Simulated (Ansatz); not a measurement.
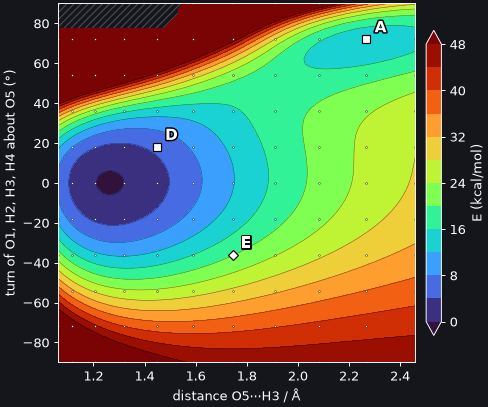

H5O3, charge +1. The turn is about an axis along (−0.89, −0.44, −0.13) in the frame of the relaxed pair, normal to the line between the partners. Coordinates scanned: (1) distance O5···H3; (2) turn of O1, H2, H3, H4 about O5. Grid: 11 × 11 points. At 5 points there is no value (left out of the scan, as a rule where atoms come close). Points are written as (first, second). Energies: kcal/mol, counted from the lowest grid point. The calculation used RKS PBE0-D4/def2-TZVPD (Ansatz).

In the figure: filled contours, dots at the grid points, one colour for all values above the top of the scale, hatched blanks where no value was computed, lettered points. Between grid points the surface is interpolated.

Q: Is D the lowest point of the computed grid?

A: No. D lies 5.0 kcal/mol above the lowest grid point, which is at (1.320 Å, 0°).

Q: What kind of point is each of A, E: minimum, saddle, maximum or slope?

A: A: minimum; E: on a slope. (In these two coordinates alone; a stationary point may lie a little off the grid point.)

Q: Rank the lettered points by energy, lowest first.

A: D (5.0 kcal/mol), A (13 kcal/mol), E (20 kcal/mol).
